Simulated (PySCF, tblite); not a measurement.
# C₄H₁₀B₂FN: geometry, infrared bands and NMR shifts

Aim: predict the infrared bands and NMR shifts of C₄H₁₀B₂FN (`BBN1CC[C@@H](F)C1`).

Computed with tblite 0.8.0 and PySCF 2.14.0, with density-fitted response routines of our own, on a single molecule in the gas phase. Atoms count from 0, in the outputs and in this text.

### 1 Starting geometry

18 atoms, charge 0, multiplicity 1; geometry from: force field or distance geometry start.

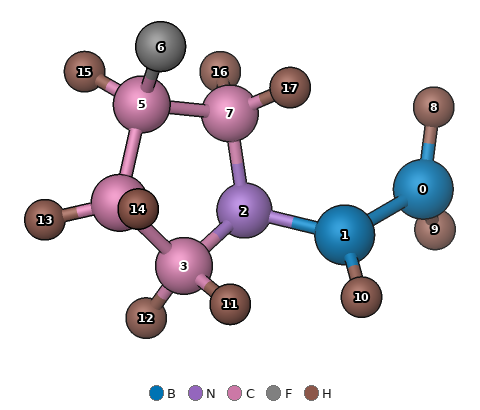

The starting geometry (boron blue, nitrogen purple, carbon pink, fluorine grey, hydrogen brown), atoms numbered.

### 2 Geometry optimisation with GFN2-xTB

The job: settings as JSON, then the geometry in Å.

```
{"job": {"kind": "relax", "xc": "GFN2-xTB", "basis": "xTB"}, "charge": 0, "multiplicity": 1}
B      3.006400     0.309300    -0.331000
B      1.641200    -0.537400     0.102100
N      0.429400    -0.346700    -0.769100
C     -0.591000    -1.287700    -0.416900
C     -1.870600    -0.548200    -0.125200
C     -1.580800     0.915800    -0.389800
F     -1.919500     1.704200     0.699000
C     -0.081800     0.989000    -0.571900
H      2.981700     1.492400    -0.261800
H      3.671600    -0.180200    -1.161800
H      1.654100    -1.438100     0.870300
H     -0.245200    -1.798900     0.531300
H     -0.707300    -2.057100    -1.204600
H     -2.703600    -0.904700    -0.778300
H     -2.084500    -0.670100     0.948200
H     -2.131300     1.316600    -1.248900
H      0.121000     1.621500    -1.467700
H      0.401500     1.426300     0.299700
```

On the command line:

```
$ OMP_NUM_THREADS=1 python probes_run.py task.json out
```

The driver reads the jobs from task.json and runs them one after another.

**Question.** This job is followed by: GFN2-xTB harmonic vibrations, gas phase; GIAO PBE0/pcSseg-1 NMR shielding, non-relativistic, gas phase. What will the session give for the following? strongest single infrared mode (GFN2-xTB); zero-point energy (GFN2-xTB); 13C shifts against TMS (PBE0/pcSseg-1); 1H shifts against TMS (PBE0/pcSseg-1, means over atoms taken as alike); 11B shifts against BF3·OEt2 (PBE0/pcSseg-1); 15N shifts against NH3 (PBE0/pcSseg-1); 19F shifts against CFCl3 (PBE0/pcSseg-1); surface potential, least and greatest.

The runs gave:

| quantity | value |
| --- | --- |
| strongest single infrared mode (GFN2-xTB) | 2512 cm⁻¹, 184 km/mol |
| zero-point energy (GFN2-xTB) | 88.5 kcal/mol |
| 13C shifts against TMS (PBE0/pcSseg-1) | 99.1, 64.1, 59.4, 38.8 ppm |
| 1H shifts against TMS (PBE0/pcSseg-1, means over atoms taken as alike) | 9.97, 5.95, 5.38, 3.79, 3.59, 3.43, 3.05, 2.26, 2.22 ppm |
| 11B shifts against BF3·OEt2 (PBE0/pcSseg-1) | 107.1, 46.9 ppm |
| 15N shifts against NH3 (PBE0/pcSseg-1) | 156.5 ppm |
| 19F shifts against CFCl3 (PBE0/pcSseg-1) | -194.9 ppm |
| surface potential, least and greatest | -0.98 V and 1.25 V |

In words: The optimisation took 97 steps and gained 1.466 eV; among the close pairs (by a distance rule), B1–N2 changed most, from 1.505 to 1.385 Å. All 48 modes are real, so the xTB geometry is a minimum. The strongest single mode, at 2512 cm⁻¹, moves mainly H10. Unscaled tight-binding wavenumbers are off by several per cent, some by more. Its intensities can rank the bands wrongly. C5 (sp3 CH bonded to F) lies farthest downfield among carbon, at 99.1 ppm; pulled downfield by the heteroatom. At PBE0/pcSseg-1: The widest tensor belongs to B0: span 276 ppm, with a paramagnetic part of -203 ppm. By nearest atom (PBE0/pcSseg-1), the HOMO sits on N2 50 %; B1 12 % and the LUMO on B0 50 %; H8, H9 about 14 % each.
